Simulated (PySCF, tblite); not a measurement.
# C6H9NOSi: geometry, infrared bands and NMR shifts

Aim: predict the infrared bands and NMR shifts of C6H9NOSi (`C=C(C#N)C[SiH2]C(C)=O`).

Programs: tblite 0.8.0 and PySCF 2.14.0, with density-fitted response routines of our own. Each step states its level of theory. These are calculated values for one molecule in the gas phase, unless marked as measured. Atoms are numbered from 0 throughout.

**1. The starting structure**

18 atoms, charge 0, multiplicity 1; geometry from: force field or distance geometry start.

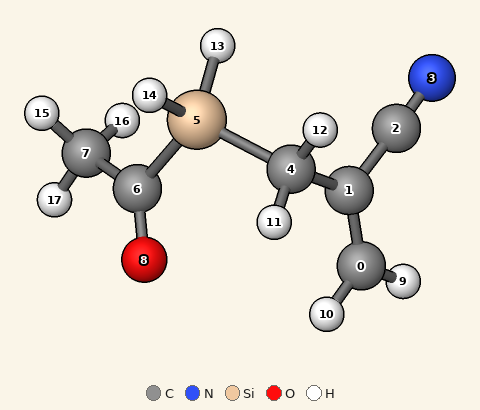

As it starts; carbon grey, nitrogen blue, silicon light orange, oxygen red, hydrogen white, atoms numbered.

**2. Optimising the geometry with GFN2-xTB**

The job: settings as JSON, then the geometry in Å.

```
{"job": {"kind": "relax", "xc": "GFN2-xTB", "basis": "xTB"}, "charge": 0, "multiplicity": 1}
C      2.290700     1.165500     0.445100
C      1.903500    -0.012200    -0.077800
C      2.418800    -1.228800     0.516900
N      2.793500    -2.207200     0.971100
C      1.004500    -0.108000    -1.272100
Si    -0.765000    -0.655600    -0.928600
C     -1.654900     0.602300     0.159500
C     -2.728700     0.112400     1.083900
O     -1.298900     1.765800     0.074000
H      2.939400     1.237500     1.310600
H      1.922600     2.104700     0.026600
H      0.956400     0.860500    -1.789000
H      1.444700    -0.800300    -1.992800
H     -0.734900    -1.991400    -0.272100
H     -1.482600    -0.828500    -2.215300
H     -3.532500    -0.373200     0.516400
H     -2.318700    -0.588600     1.813400
H     -3.166700     0.951500     1.618600
```

Command:

```
OMP_NUM_THREADS=1 python probes_run.py task.json out
```

One launch serves the whole session: the jobs run in the order shown.

**Question.** This job is followed by: GFN2-xTB harmonic vibrations, gas phase; GIAO PBE0/pcSseg-1 NMR shielding, non-relativistic, gas phase. Predict these results of the whole session: strongest single infrared mode (GFN2-xTB); zero-point energy (GFN2-xTB); 13C shifts against TMS (PBE0/pcSseg-1); 1H shifts against TMS (PBE0/pcSseg-1, means over atoms taken as alike); 15N shifts against NH3 (PBE0/pcSseg-1); 29Si shifts against TMS (PBE0/pcSseg-1); 17O shifts against H2O (PBE0/pcSseg-1); surface potential, least and greatest.

As calculated:

| quantity | value |
| --- | --- |
| strongest single infrared mode (GFN2-xTB) | 2259 cm⁻¹, 322 km/mol |
| zero-point energy (GFN2-xTB) | 81.2 kcal/mol |
| 13C shifts against TMS (PBE0/pcSseg-1) | 242.3, 141.6, 124.0, 123.8, 42.8, 21.3 ppm |
| 1H shifts against TMS (PBE0/pcSseg-1, means over atoms taken as alike) | 6.29, 6.12, 4.45, 2.47, 2.07 ppm |
| 15N shifts against NH3 (PBE0/pcSseg-1) | 314.9 ppm |
| 29Si shifts against TMS (PBE0/pcSseg-1) | -66.2 ppm |
| 17O shifts against H2O (PBE0/pcSseg-1) | 844.8 ppm |
| surface potential, least and greatest | -1.70 V and 1.40 V |

What this shows: Over 82 steps the energy fell by 0.148 eV; of the close pairs, Si5–C6 changed most, 1.886 to 1.933 Å. All 48 modes are real, so the xTB geometry is a minimum. The strongest single mode, at 2259 cm⁻¹, moves mainly H14. Unscaled tight-binding wavenumbers are off by several per cent, some by more. Its intensities can rank the bands wrongly. At PBE0/pcSseg-1: The widest tensor belongs to O8: span 1720 ppm, with a paramagnetic part of -913 ppm. At PBE0/pcSseg-1, counted by nearest atom on the grid, the HOMO lies on O8 51 %; C6 14 %, the LUMO on C6 21 %; C0 15 %.
